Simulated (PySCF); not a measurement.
## Excited-state calculation of C₃H₈OSi

C₃H₈OSi, SMILES C1CO[SiH2]C1, computed with TDA OPBE/6-311G**, vertical, gas phase, core orbitals frozen in the response (PySCF 2.14.0).

The run did not end well. The geometry comes from this level: GFN2-xTB.

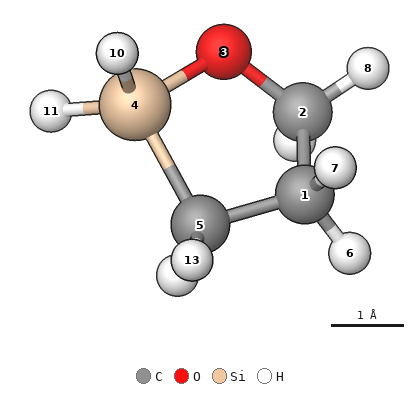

The input geometry (ball-and-stick view, seen at a tilt; atoms are numbered from 1 in the order of the input).

Input:
```
{"job": {"kind": "uv", "xc": "OPBE", "basis": "6-311G**", "nstates": 12, "ntriplets": 5, "tda": true, "scf": {"max_cycle": 8}}, "charge": 0, "multiplicity": 1}
C      0.286390    -0.973629     0.508960
C      1.367471     0.044054     0.140773
O      0.783354     1.321044     0.031896
Si    -0.809547     1.310455    -0.336889
C     -0.969057    -0.589902    -0.274871
H      0.627051    -1.988034     0.298099
H      0.081906    -0.892495     1.578087
H      2.156176     0.097585     0.896577
H      1.823181    -0.213319    -0.822621
H     -1.530646     2.022822     0.712006
H     -1.024738     1.852535    -1.675347
H     -0.930323    -1.015643    -1.277871
H     -1.865605    -0.974987     0.203474
```

The first line tells a small driver script what to run in PySCF; the rest is the geometry in Å.

Hardware: 1 CPU thread, shared host.

Command:
```bash
OMP_NUM_THREADS=1 python <driver script> task.json out
```

What the program printed:
```
final grid: 99736 points
cycle   1  E = -483.6633270829  dE =  4.681e-01  |g| = 7.958e-01  |ddm| = 2.769e+00
cycle   2  E = -483.2157905240  dE =  4.475e-01  |g| = 1.652e+00  |ddm| = 3.059e+00
cycle   3  E = -483.7856084813  dE = -5.698e-01  |g| = 1.855e-01  |ddm| = 2.579e+00
cycle   4  E = -483.7911537237  dE = -5.545e-03  |g| = 1.065e-01  |ddm| = 2.566e-01
cycle   5  E = -483.7938684115  dE = -2.715e-03  |g| = 1.689e-02  |ddm| = 9.998e-02
cycle   6  E = -483.7939393767  dE = -7.097e-05  |g| = 3.376e-03  |ddm| = 1.877e-02
cycle   7  E = -483.7939413362  dE = -1.960e-06  |g| = 1.485e-03  |ddm| = 3.608e-03
cycle   8  E = -483.7939418868  dE = -5.506e-07  |g| = 2.036e-04  |ddm| = 1.383e-03
SCF not converged, last energy = -483.7939418868
```

Outcome:

- outcome: not converged
- total energy: −483.793942 hartree
- HOMO: −6.16 eV
- LUMO: −0.07 eV
- dipole moment: 1.64 D
- wall time: 28 s
- peak memory: 0.49 GiB

Some settings of this run were drawn to be unusual or wrong. The run did not converge. At least one of its steps failed, so the values that rest on that step are not results.
